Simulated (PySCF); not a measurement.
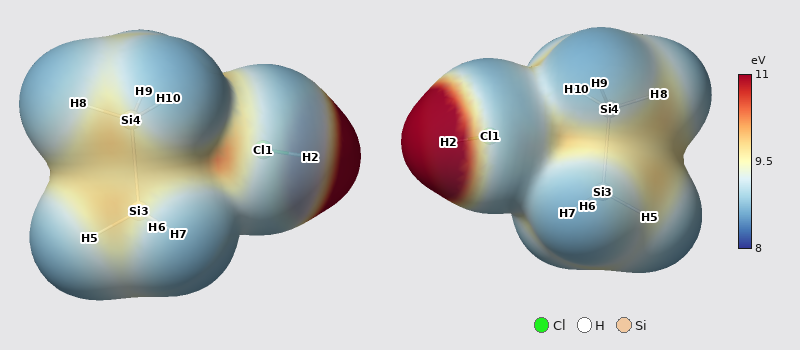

Figure. ClH7Si2, SMILES `Cl.[SiH3][SiH3]`. Average local ionisation energy on the surface of electron density 0.001 a.u. (back view left, front view right).

Computed with PySCF, PBE/6-31+G*, geometry: GFN2-xTB. The pair's geometry is semi-empirical, so its contact may be too short or too long. GFN2-xTB bond lengths at metals and heavier atoms can be off by up to 0.1 Å and shapes distorted, which carries into these values.

Coordinates in Å:

```
Cl1     -2.1512    0.0182   -0.0147
H2      -3.3721   -0.3139    0.1817
Si3      1.1849   -1.1535    0.0006
Si4      1.1664    1.1535    0.0038
H5       2.5438   -1.7002    0.0119
H6       0.4967   -1.7239    1.1631
H7       0.5196   -1.7170   -1.1788
H8       2.5107    1.7327   -0.0291
H9       0.5025    1.7046    1.1900
H10      0.4508    1.7084   -1.1508
```

Locate the minima of the map.

The lowest value is 8.7 eV, 1.5 Å from H6, and at like points elsewhere. For comparison, the highest occupied orbital lies at −7.4 eV.
